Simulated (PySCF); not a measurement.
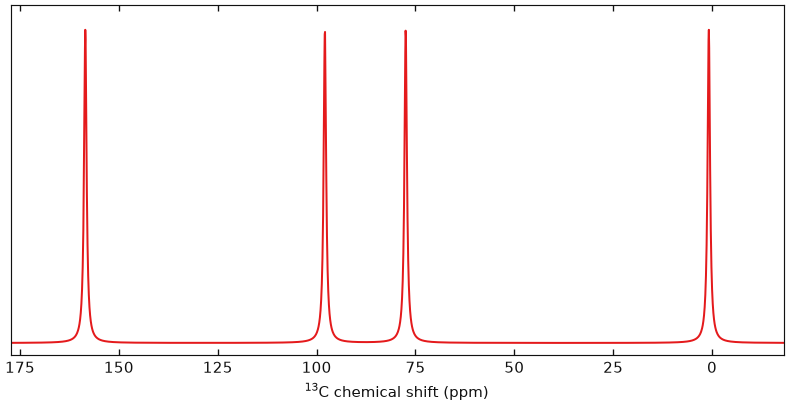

GIAO shifts, PBE0/pcSseg-1, PySCF, at a GFN2-xTB geometry (no frequency check), against TMS for ¹³C computed at the same level. Gas phase, fully decoupled, line heights follow the number of nuclei, widths are arbitrary (no quadrupolar broadening); values of one conformer, averaged over nuclei that symmetry or rotation about single bonds exchange, these motions taken as fast.

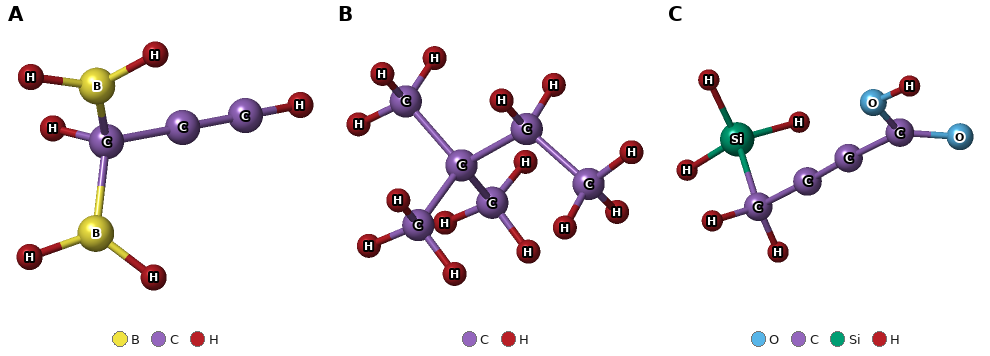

Question: Which structure fits the spectrum? Choose among the lettered structures.

Answer: Structure C, C₄H₆O₂Si, SMILES O=C(O)C#CC[SiH3]. Its ¹³C signals: 158.5 (1 C), 97.9 (1 C), 77.5 (1 C), 0.8 (1 C) ppm.

Caveats: the tight-binding geometry is rougher than a DFT one and adds to the error.
